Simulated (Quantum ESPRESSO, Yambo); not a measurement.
# A GW chain in Yambo: KF (Carobbiite), part 2 of 2

Aim: the G0W0 gap of KF (Carobbiite) on PBE, step by step.

Quantum ESPRESSO 7.5 and Yambo 5.3.0; PBE and many-body steps on it, plane waves. Known limits of the many-body steps: not at the basis limit; coarse k mesh.

So far. Step 2 (Ground state): The gap is direct, at Γ. Step 3 (Bands along the symmetry lines): The gap is 6.199 eV, as in the run before at this level.

### Step 4. Empty states on the mesh, 4×4×4 mesh, 167 bands

Level of this step: DFT, PBE, plane waves, norm-conserving pseudopotentials (Quantum ESPRESSO).

The sums over transitions need many empty states on a uniform mesh; this step solves for them.

Contents of pw.in:

```
&control
  calculation = 'nscf'
  prefix = 'x'
  outdir = 'o'
  pseudo_dir = 'pseudo'
/
&system
  ibrav = 0
  nat = 2
  ntyp = 2
  ecutwfc = 72.0
  nbnd = 167
  force_symmorphic = .true.
/
&electrons
  conv_thr = 1e-9
  electron_maxstep = 80
  diago_full_acc = .true.
  diago_thr_init = 5e-6
/
ATOMIC_SPECIES
  K 39.098 K.upf
  F 18.998 F.upf
CELL_PARAMETERS angstrom
  -0.0000000000 2.6718500000 2.6718500000
  2.6718500000 -0.0000000000 2.6718500000
  2.6718500000 2.6718500000 0.0000000000
ATOMIC_POSITIONS crystal
  K 0.0000000000 0.0000000000 0.0000000000
  F 0.5000000000 0.5000000000 0.5000000000
K_POINTS automatic
  4 4 4 0 0 0
```

Started as:

```console
> OMP_NUM_THREADS=1 mpirun -n 8 pw.x -nk 4 -in pw.in > pw.out
```

The program printed:

```text
[banner, memory and clock lines left out]
Program PWSCF v.7.5 starts

     Atomic positions and unit cell read from directory:
     o/x.save/

     Message from routine setup:
     using ibrav=0 with symmetry is DISCOURAGED, use correct ibrav instead

     bravais-lattice index     =            0
     lattice parameter (alat)  =       7.1405  a.u.
     unit-cell volume          =     257.4322 (a.u.)^3
     number of atoms/cell      =            2
     number of atomic types    =            2
     number of electrons       =        16.00
     number of Kohn-Sham states=          167
     kinetic-energy cutoff     =      72.0000  Ry
     charge density cutoff     =     288.0000  Ry
     Exchange-correlation= PBE
                           (   1   4   3   4   0   0   0)

     celldm(1)=   7.140456  celldm(2)=   0.000000  celldm(3)=   0.000000
     celldm(4)=   0.000000  celldm(5)=   0.000000  celldm(6)=   0.000000

     crystal axes: (cart. coord. in units of alat)
               a(1) = (  -0.000000   0.707107   0.707107 )
               a(2) = (   0.707107  -0.000000   0.707107 )
               a(3) = (   0.707107   0.707107   0.000000 )

     reciprocal axes: (cart. coord. in units 2 pi/alat)
               b(1) = ( -0.707107  0.707107  0.707107 )
               b(2) = (  0.707107 -0.707107  0.707107 )
               b(3) = (  0.707107  0.707107 -0.707107 )
     Pseudo is Norm-conserving + core correction, Zval =  9.0
     Generated using ONCVPSP code by D. R. Hamann
     Using radial grid of 2222 points,  6 beta functions with:
     Pseudo is Norm-conserving + core correction, Zval =  7.0
     Generated using ONCVPSP code by D. R. Hamann
     Using radial grid of  832 points,  5 beta functions with:
     K                 9.00    39.09800     K ( 1.00)
     F                 7.00    18.99800     F ( 1.00)

     48 Sym. Ops., with inversion, found

   Cartesian axes

     site n.     atom                  positions (alat units)
         1        K      tau(   1) = (   0.0000000   0.0000000   0.0000000  )
         2        F      tau(   2) = (   0.7071068   0.7071068   0.7071068  )

     number of k points=     8
                       cart. coord. in units 2pi/alat
        k(    1) = (   0.0000000   0.0000000   0.0000000), wk =   0.0312500
        k(    2) = (   0.1767767   0.1767767  -0.1767767), wk =   0.2500000
        k(    3) = (  -0.3535534  -0.3535534   0.3535534), wk =   0.1250000
[...]
k(    7) = (  -0.7071068   0.0000000   0.0000000), wk =   0.0937500
        k(    8) = (  -0.7071068   0.3535534   0.0000000), wk =   0.1875000

     Dense  grid:    21187 G-vectors     FFT dimensions: (  40,  40,  40)

     The potential is recalculated from file :
     o/x.save/charge-density

     Starting wfcs are    9 randomized atomic wfcs +  158 random wfcs

     Band Structure Calculation

     End of band structure calculation

          k = 0.0000 0.0000 0.0000 (  2685 PWs)   bands (ev):

   -24.5780 -17.0623  -7.8279  -7.8279  -7.8279   1.5366   1.5366   1.5366
     7.7360  12.2308  12.2308  12.2308  13.8583  13.8583  18.4361  25.8136
    25.8136  25.8136  25.8414  25.8414  25.8414  28.3039  28.3039  28.3039
[...]
[... 9 further rows ...]
[...]
139.7289 139.7289 140.2939 143.7406 143.7414 143.7484 143.7561

          k = 0.1768 0.1768-0.1768 (  2656 PWs)   bands (ev):

[...]
[... 9 further rows ...]
[...]
144.1632 144.1632 145.3471 145.3471 146.5773 146.7381 146.7381

          k =-0.3536-0.3536 0.3536 (  2638 PWs)   bands (ev):

[...]
78.1755  81.0804  82.4950  82.4950  83.0432  84.8838  84.8838  85.6328
     [... 9 further rows ...]
   138.4386 138.5362 138.5587 138.5587 138.5673 138.5673 139.7663 139.7663
   144.3867 144.3867 144.4530 144.6298 145.2634 145.2634 146.8314

          k = 0.3536 0.0000 0.0000 (  2650 PWs)   bands (ev):

     [... further k-points ...]

     highest occupied, lowest unoccupied level (ev):     1.5366    7.7360

     XML data file, pseudopotentials, collected wavefunctions
```

Elapsed: 6.3 s, on 8 MPI ranks of Arm Neoverse V1, shared host; peak memory 0.52 GiB.

Numbers from this step:

* gap: 6.199 eV
* k of the valence top: 0, 0, 0
* k of the conduction bottom: 0, 0, 0
* least direct gap: 6.199 eV
* k points computed: 8
* lowest point of the top converged band, above the valence top: 142.2196 eV

On this mesh the gap is 6.199 eV.

### Step 5. Conversion and set-up

This step: Yambo 5.3.0; conversion and set-up on PBE, plane waves, norm-conserving pseudopotentials.

The states are converted to the many-body program's format and the q mesh is built.

Started as:

```console
> (cd o/x.save; p2y > p2y.log; mv SAVE ../..); yambo > setup.log
```

The program printed:

```text
 Yambo, version 5.3.0

 [02] CORE Variables Setup
 =========================

  [02.01] Unit cells
  ==================

  Cell kind             :  FCC
  Atoms in the cell     :  K  F
  number of K  atoms    :  1
  number of F  atoms    :  1

  List of atomic masses
  Mass of K     :  39.09800
  Mass of F     :  18.99800

  List of atomic coordinates    : [cc]
  K1       :  0.000000  0.000000  0.000000  order 1
  F1       :  5.049065  5.049065  5.049065  order 2

  Alat factors          :  5.049065  5.049065  5.049065 [a.u.]
  Direct lattice volume :  257.4322 [a.u.]
  Direct lattice vectors:  A[ 1 ]  A[ 2 ]  A[ 3 ]
   A[ 1 ]: -0.000000  1.000000  1.000000  [iru]
  -0.000000  5.049065  5.049065  [cc]
   A[ 2 ]:  1.000000 -0.000000  1.000000  [iru]
   5.049065 -0.000000  5.049065  [cc]
   A[ 3 ]:  1.000000  1.000000  0.000000  [iru]
   5.049065  5.049065  0.000000  [cc]

  Recip. lattice volume :  0.963556 [a.u.]
  Recip. lattice vectors:  B[ 1 ]  B[ 2 ]  B[ 3 ]
   B[ 1 ]: -0.500000  0.500000  0.500000  [iku]
  -0.622213  0.622213  0.622213  [cc]
   B[ 2 ]:  0.500000 -0.500000  0.500000  [iku]
   0.622213 -0.622213  0.622213  [cc]
   B[ 3 ]:  0.500000  0.500000 -0.500000  [iku]
   0.622213  0.622213 -0.622213  [cc]

  [02.02] Symmetries
  ==================

  Inversion symmetry    : yes
  Spatial inversion     : yes
  Inversion index       :  25
  K-space Time-reversal : no
  Magnetic symmetries   : no
  Group table correct   : yes
  Symmetries units      :  [cc]

   [S  1]:   1.0000      0.22084E-16  0.22084E-16  0.22084E-16   1.0000     -0.22084E-16 -0.22084E-16 -0.22084E-16   1.0000
   [S  2]:  -1.0000     -0.22084E-16  0.22084E-16 -0.22084E-16  -1.0000     -0.22084E-16  0.22084E-16  0.22084E-16   1.0000
   [S  3]:  -1.0000      0.22084E-16 -0.22084E-16 -0.22084E-16   1.0000      0.22084E-16  0.22084E-16 -0.22084E-16  -1.0000
[...]
[... 36 further rows ...]
   [S 47]:  0.22084E-16   1.0000     -0.22084E-16 -0.22084E-16  0.22084E-16  -1.0000       1.0000     -0.22084E-16  0.22084E-16
   [S 48]:  0.22084E-16  -1.0000      0.22084E-16 -0.22084E-16 -0.22084E-16   1.0000       1.0000      0.22084E-16 -0.22084E-16

  [02.03] Reciprocal space
  ========================

  nG shells         :  250
  nG charge         :  21187
  nG WFs            :   3335
  nC WFs            :  2685
  G-vecs. in first 25 shells:  [ Number ]
     1    9   15   27   51   59   65   89  113
    137   169   181   229   259   283   307   331   339
    387   411   459   531   537   561   609
  ...
  Shell energy in first 25 shells:  [ mHa ]
    0.00000      580.723      774.298      1548.60      2129.32      2322.89      3097.19      3677.91      3871.49
    4645.79      5226.51      6194.38      6775.10      6968.68      7742.98      8323.70      8517.27      9291.57
    9872.29      10065.9      10840.2      11420.9      12388.8      12969.5      13163.1
  ...

[...]
BZ  K-points                                      :   64

  K/Q-points units:
  rlu = crystal or reduced units; cc = cartesian coordinates; iku = interal k-units

  K [1]          [rlu]:  0.000000  0.000000  0.000000
         WF components:  2685
  K [2]          [rlu]:  0.16981E-17  0.16981E-17  0.25000
         WF components:  2656
  K [3]          [rlu]: -0.33962E-17 -0.33962E-17 -0.50000
         WF components:  2638
  K [4]          [rlu]:  0.74356E-19  0.25000      0.25000
         WF components:  2650
  K [5]          [rlu]:  0.35728E-18  0.25000     -0.50000
         WF components:  2654
  [... 2 further k-points ...]
  K [8]          [rlu]:  0.250000 -0.500000 -0.250000
         WF components:  2656

  [02.05] Energies & Occupations
  ==============================

  [X] === General ===
  [X] Electronic Temperature                        :  0.000000  0.000000 [eV K]
  [X] Bosonic    Temperature                        :  0.000000  0.000000 [eV K]
  [X] Finite Temperature mode                       : no
  [X] El. density                                   :  0.41942E+24 [cm-3]
  [X] Fermi Level                                   :  1.536557 [eV]

  [X] === Gaps and Widths ===
  [X] Conduction Band Min                           :  6.199421 [eV]
  [X] Valence Band Max                              :  0.000000 [eV]
  [X] Filled Bands                                  :   8
  [X] Empty Bands                                   :    9  167
  [X] Direct Gap                                    :  6.199421 [eV]
  [X] Direct Gap localized at k                     :  1
  [X] Indirect Gap                                  :  6.199421 [eV]
  [X] Indirect Gap between kpts                     :  1  1
  [X] Last valence band width                       :  0.344584 [eV]
  [X] 1st conduction band width                     :  3.553835 [eV]

  E @ K [1]:  [eV]
   -26.115      -18.599      -9.3644      -9.3644      -9.3644     -0.45878E-10 -0.27871E-10   0.0000
    6.19942  10.69423  10.69423  10.69423  12.32173  12.32173  16.89953  24.27707
  occ @ K [1]
   2.000000  2.000000  2.000000  2.000000  2.000000  2.000000  2.000000  2.000000
[...]
E @ K [2]:  [eV]
[...]
occ @ K [2]
[...]
E @ K [3]:  [eV]
[...]
occ @ K [3]
[...]
E @ K [4]:  [eV]
[...]
occ @ K [4]
[...]
E @ K [5]:  [eV]
[...]
occ @ K [5]
[...]
[... 2 further k-points ...]
  E @ K [8]:  [eV]
[...]
occ @ K [8]
   2.000000  2.000000  2.000000  2.000000  2.000000  2.000000  2.000000  2.000000
   0.000000  0.000000  0.000000  0.000000  0.000000  0.000000  0.000000  0.000000

 [03] Transferred momenta grid and indexing
 ==========================================

 IBZ Q-points                                      :   8
 BZ  Q-points                                      :   64

 K/Q-points units:
 rlu = crystal or reduced units; cc = cartesian coordinates; iku = interal k-units

 Q [1]          [rlu]:  0.000000  0.000000  0.000000
 Q [2]          [rlu]:  0.16981E-17  0.16981E-17  0.25000
 Q [3]          [rlu]: -0.33962E-17 -0.33962E-17 -0.50000
[...]
Q [7]          [rlu]: -0.14871E-18 -0.50000     -0.50000
 Q [8]          [rlu]:  0.250000 -0.500000 -0.250000

  [03.01] X indexes
  =================

   [03.01.01] Sigma indexes
   ========================

 [06] Game Over & Game summary
```

The job ended after 2.4 s (1 MPI rank; peak memory 0.24 GiB).

### Step 6. Screening and self-energy, 4×4×4 mesh, 167 bands, screening to 210.9 eV

Now the one-shot GW correction: screening in the RPA, then the self-energy of the levels asked for.

This step: G0W0 on PBE, plane waves, norm-conserving pseudopotentials.

Contents of gw1.in:

```
HF_and_locXC
gw0
dyson
ppa
em1d
rim_cut
RandQpts= 1000000
RandGvec= 1 RL
EXXRLvcs= 72 Ry
VXCRLvcs= 288 Ry
Chimod= "HARTREE"
% BndsRnXp
 1 | 167 |
%
NGsBlkXp= 15.5 Ry
% LongDrXp
 1 | 1 | 1 |
%
% GbndRnge
 1 | 167 |
%
DysSolver= "n"
ExtendOut
PPAPntXp= 27.21138 eV
% QPkrange
 1 | 1 | 7 | 10 |
%
```

Started as:

```console
> OMP_NUM_THREADS=1 mpirun -n 8 yambo -F gw1.in -J gw1 -C gw1 > gw1.log
```

The program printed:

```text
 Yambo, version 5.3.0

 [02] CORE Variables Setup
 =========================

  [... cell, symmetries and grids as in the set-up ...]

  [02.05] Energies & Occupations
  ==============================

  [X] === General ===
  [X] Electronic Temperature                        :  0.000000  0.000000 [eV K]
  [X] Bosonic    Temperature                        :  0.000000  0.000000 [eV K]
  [X] Finite Temperature mode                       : no
  [X] El. density                                   :  0.41942E+24 [cm-3]
  [X] Fermi Level                                   :  1.536557 [eV]

  [X] === Gaps and Widths ===
  [X] Conduction Band Min                           :  6.199421 [eV]
  [X] Valence Band Max                              :  0.000000 [eV]
  [X] Filled Bands                                  :   8
  [X] Empty Bands                                   :    9  167
  [X] Direct Gap                                    :  6.199421 [eV]
  [X] Direct Gap localized at k                     :  1
  [X] Indirect Gap                                  :  6.199421 [eV]
  [X] Indirect Gap between kpts                     :  1  1
  [X] Last valence band width                       :  0.344584 [eV]
  [X] 1st conduction band width                     :  3.553835 [eV]

 [03] Transferred momenta grid and indexing
 ==========================================

 IBZ Q-points                                      :   8
 BZ  Q-points                                      :   64

 K/Q-points units:
 rlu = crystal or reduced units; cc = cartesian coordinates; iku = interal k-units

 Q [1]          [rlu]:  0.000000  0.000000  0.000000
 Q [2]          [rlu]:  0.16981E-17  0.16981E-17  0.25000
 Q [3]          [rlu]: -0.33962E-17 -0.33962E-17 -0.50000
 Q [4]          [rlu]:  0.74356E-19  0.25000      0.25000
 Q [5]          [rlu]: -0.62307E-17  0.25000      0.50000
 Q [6]          [rlu]: -0.33962E-17  0.25000     -0.25000
 Q [7]          [rlu]: -0.14871E-18 -0.50000     -0.50000
 Q [8]          [rlu]:  0.250000 -0.500000 -0.250000

 [04] Coloumb potential Random Integration (RIM)
 ===============================================

  [04.01] RIM initialization
  ==========================

  * Diagonal components only detected *

  8 x (sBL volume)        :  0.120444 [a.u.]
  sBZ random points       :  1000000
  Points outside the sBZ  :   7996195
  RL volume               :  0.963556 [a.u.]
  Integrated volume       :  0.964014 [a.u.]

  [04.02] RIM integrals
  =====================

  Gamma point sphere radius             :  0.089580 [a.u.]
  Points outside the sphere             :   799659
  [Int_sBZ(q=0) 1/q^2]*(Vol_sBZ)^(-1/3) =:  7.764404
                                 should be <:  7.795600

  Summary of Coulomb integrals for non-metallic bands |Q|[au] RIM/Bare

  Q [1] 0.100000E-4 0.995998 * Q [2] 0.269426 1.064955
  Q [4] 0.311106 1.063169 * Q [6] 0.439971 1.026119
  Q [5] 0.515912 1.019126 * Q [3] 0.538852 1.017184
  Q [7] 0.622213 1.014132 * Q [8] 0.695655 1.011034

 [05] Dipoles
 ============

  [05.01] Setup: observables and procedures
  =========================================

 [06] Dynamic Dielectric Matrix (PPA)
 ====================================

 [SLK-Inversion]  Pools        :  2
 [SLK-Inversion]  BLACS grid   :  2  2

 [WR./gw1//ndb.pp]---------------------------------------------------------------
  Brillouin Zone Q/K grids (IBZ/BZ)                :    8   64    8   64
  RL vectors                                       :   3383 [WF]
  Coulomb cutoff potential                         : none
  Electronic Temperature                           :  0.000000 [K]
  Bosonic    Temperature                           :  0.000000 [K]
  PPA    diel. fun.  energies                      : Perdew, Burke & Ernzerhof(X)+Perdew, Burke & Ernzerhof(C)
  wavefunctions                                    : Perdew, Burke & Ernzerhof(X)+Perdew, Burke & Ernzerhof(C)
  Global Gauge                                     : length
  X matrix size                                    :  307
  X band range                                     :    1  167
  X e/h energy range                               : -1.000000 -1.000000 [eV]
  X Time ordering                                  : R
  X Hxc Kernel                                     : HARTREE
  X Drude frequency                                :  0.000000  0.000000
  X poles                                          :  100.0000 [o/o]
  RL vectors in the sum                            :   3383
  [r,Vnl] included                                 : yes
  Field direction                                  :  0.577350E-5  0.577350E-5  0.577350E-5
  BZ energy Double Grid                            : no
  BZ energy DbGd points                            : 0
  BZ Q point size factor                           : -1.000000
  X Optical Averaged directions                    : none

 [07] Local Exchange-Correlation + Non-Local Fock
 ================================================

 [VXC] Plane waves :  21187
 [EXS] Plane waves :  2733

 QP @ state[ 1 ] K range:  1  1
 QP @ state[ 1 ] b range:   7  10

 [xc] Functional : Perdew, Burke & Ernzerhof(X)+Perdew, Burke & Ernzerhof(C)
 [xc] LIBXC used to calculate xc functional
  PP Number of Atomic Species                      :  2
  NLCC RL compoments                               :  21187
  PP Number of Atomic Species                      :  2
  NLCC RL compoments                               :  21187

 [xc] E_xc :  -9.052398 [Ha]
      E_xc :  -18.10480 [Ry]

  Local XC kind (lXC) : Perdew, Burke & Ernzerhof(X)+Perdew, Burke & Ernzerhof(C)
  Non-Local XC kind (nlXC) : Hartree-Fock

  Corrections @ K [1] :  [eV]
 <7|nlXC|7> = -29.45288 -0.18799E-16 <7|lXC|7> = -21.89882  0.66086E-15
 <8|nlXC|8> = -29.45302 -0.18444E-16 <8|lXC|8> = -21.89882  0.11801E-15
 <9|nlXC|9> = -4.028151 -0.29572E-18 <9|lXC|9> = -7.969212  0.18882E-15
 <10|nlXC|10> = -4.982585  0.55684E-18 <10|lXC|10> = -10.84085  0.94408E-16

 [08] Dyson equation: Newton solver
 ==================================

  [08.01] G0W0 (W PPA)
  ====================

  [  GW  ] Bands range     :    1  167
  [GW/PPA] G damping       :  0.100000 [eV]

  QP @ state[ 1 ] K range:  1  1
  QP @ state[ 1 ] b range:   7  10

   Sc/G bands                                       :    1  167
   Sc/G damping                                     :  0.100000 ev
   Sc bands terminator                              : no
   Sx RL components                                 :  2733

   QP @ state[ 1 ] K range                          :  1  1
   QP @ state[ 1 ] b range                          :   7  10
   GF energies kind                                 : Perdew, Burke & Ernzerhof(X)+Perdew, Burke & Ernzerhof(C)
   GF WF`s kind                                     : Perdew, Burke & Ernzerhof(X)+Perdew, Burke & Ernzerhof(C)
   Xs energies kind                                 : Perdew, Burke & Ernzerhof(X)+Perdew, Burke & Ernzerhof(C)
   Xs WF`s kind                                     : Perdew, Burke & Ernzerhof(X)+Perdew, Burke & Ernzerhof(C)

 [11] Game Over & Game summary
```

It took 50 s on 8 MPI ranks; peak memory 3 GiB.

This step gave:

* G0W0 gap on the points computed: 9.611 eV
* starting gap on the mesh: 6.199 eV
* k of the valence top: 0, 0, 0
* k of the conduction bottom: 0, 0, 0
* least direct G0W0 gap on the computed points: 9.611 eV
* Z at the valence top: 0.8104
* Z at the conduction bottom: 0.8999

The gap on the mesh goes from 6.20 eV to 9.61 eV, a correction of +3.41 eV.

Limits: finite bands, cutoff and mesh; coarse k mesh. v1 is the top filled band, c1 the lowest empty one. Levels before and after the correction, in eV, zero at the valence-band top of each column:

|  | conduction bottom | valence top |
| --- | --- | --- |
| Kohn-Sham | 6.20 | 0.00 |
| G0W0 | 9.61 | 0.00 |

|  | level | energy (eV) |
| --- | --- | --- |
| Kohn-Sham | Γ v2-v1 | 0.000 |
| Kohn-Sham | Γ c1 | 6.199 |
| Kohn-Sham | Γ c2 | 10.694 |
| G0W0 | Γ v2-v1 | 0.000 |
| G0W0 | Γ c1 | 9.611 |
| G0W0 | Γ c2 | 15.497 |

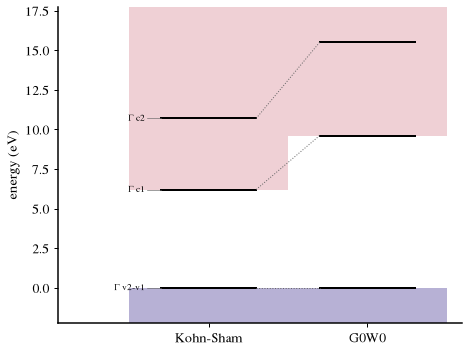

Levels before and after the correction. Shaded: valence and conduction bands.

### Step 7. Where the time went

Times are wall times on the hardware named with each run, good to a factor of about two.

| step | time | share | memory (GiB) |
| --- | --- | --- | --- |
| ground state | 2.5 s | 4 % | 0.41 |
| bands along the symmetry lines | 2.6 s | 4 % | 0.37 |
| empty states on the mesh | 6.3 s | 10 % | 0.52 |
| conversion and set-up | 2.4 s | 4 % | 0.24 |
| screening and self-energy | 50 s | 78 % | 3.0 |

### Step 8. What came out

```json
{"PBE gap": "6.20 eV, direct", "G0W0 gap on the mesh": "9.61 eV", "GW settings": "4×4×4 mesh, 167 bands, screening to 210.9 eV, Godby-Needs plasmon pole", "known limits": "not at the basis limit; coarse k mesh"}
```

**Reading.** G0W0 moves the gap on the mesh from 6.20 eV to 9.61 eV (+3.41 eV), with Z of 0.81 and 0.90 at the edges. Only 1 of the mesh's irreducible points was corrected, so a valley elsewhere could overtake. The dearest step here is «screening and self-energy». Bands and cutoff are finite, so the gap is not at the basis limit. The miss can reach some tenths of an eV and take either sign; the mesh is an error of its own. In the G0W0 run levels were corrected at 1 k point alone, so a gap called «on the mesh» is the least over those, and an edge elsewhere would be missed. The 4×4×4 mesh is coarse for this cell, which bears on the long-range parts of exchange and screening.

[Paths, hosts, dates, memory and timing lines, banners, echoed tables and standing remarks are left out of the program output.]

[Logs are printed without paths, hosts, clocks, repeated set-up lines and the standing remarks that a program may print on its own settings, such as how far it seeks lower states.]

[Runs of the session that timed out or met a known fault of the program may be left out.]

[Hosts, paths, dates, database ids (printed as entryN), source tags and the programs' standing remarks are cut or masked in the printed files.]
